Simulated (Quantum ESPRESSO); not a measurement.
# Gap and tunnelling decay at a withheld lattice constant: KMgI3, cubic perovskite type

**Set-up.** Quantum ESPRESSO 7.5 (pw.x, pwcond.x with ikind = 0), PBE, GBRV ultrasoft, cubic crystals. κ is the slowest decay along [001] at mid-gap among three points across the current.

| a (Å) | gap on the mesh (eV) | κ (1/Å) |
| --- | --- | --- |
| 5.410 | 1.393 | 0.185 |
| 5.755 | 1.263 | 0.157 |
| 5.928 | 1.118 | 0.143 |
| 6.101 | 0.955 | 0.129 |

**Question.** What are gap and κ at a = 5.583 Å?

By hand: A line through the rows at 5.410 and 5.755 Å gives a gap of 1.393 + 0.501 × (1.263 − 1.393) = 1.33 eV and κ = 0.171 1/Å. The two-band model κ = 0.5123 √(m* E_g/4) needs m* = 0.374 at 5.410 Å; with that mass and the new gap, κ = 0.181 1/Å.

**Check.** The gap is 1.365 eV and κ = 0.171 1/Å. The line misses the gap by −0.037 eV and κ by −0.0 %; the two-band estimate misses κ by +5.6 %.

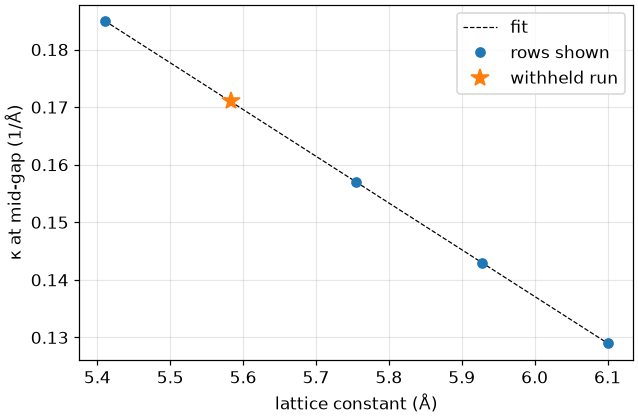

The rows shown, the fit and the withheld run.

Caveats: The structure type is imposed. Local and semilocal gaps and decay constants are too small; no spin-orbit coupling. For an indirect gap m* is a fitting number alone.
